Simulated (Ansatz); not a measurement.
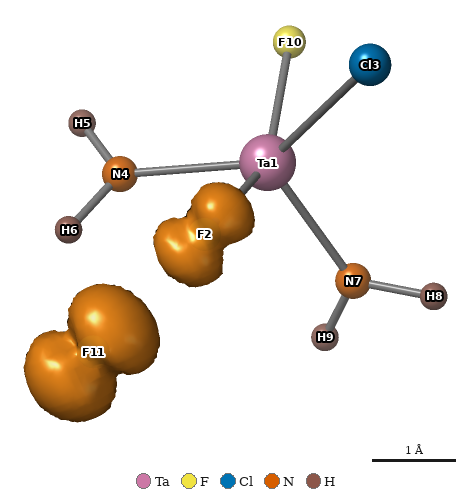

ClF2H4N2Ta···F (doublet). Isosurface of the spin density (α minus β) at +0.08 e/Å³ (orange), seen across its widest extent.

Core potentials replace the inner electrons of Ta.

Computed with UKS PBE/def2-SVP (Ansatz).

```yaml
atoms:
  - { symbol: Ta, position_ang: [-0.1758, 0.0404, 0.0580] }
  - { symbol: F, position_ang: [1.7226, 0.3252, 0.4577] }
  - { symbol: Cl, position_ang: [-0.2027, -0.7938, 2.2893] }
  - { symbol: N, position_ang: [0.4292, -0.4173, -1.7444] }
  - { symbol: H, position_ang: [0.0095, -1.0665, -2.4170] }
  - { symbol: H, position_ang: [1.3903, -0.1041, -1.9772] }
  - { symbol: N, position_ang: [-0.8643, 1.8666, -0.0556] }
  - { symbol: H, position_ang: [-1.2146, 2.3804, 0.7628] }
  - { symbol: H, position_ang: [-0.8868, 2.4549, -0.8947] }
  - { symbol: F, position_ang: [-1.6991, -1.0354, -0.3006] }
  - { symbol: F, position_ang: [2.5567, 1.2079, -1.2482] }
```

### Where is the unpaired spin?

The unpaired spin (1 electron) lies mostly on F11 (about 0.7), F2 (about 0.2) and Cl3 (about 0.1), in electrons by Hirshfeld's partition.
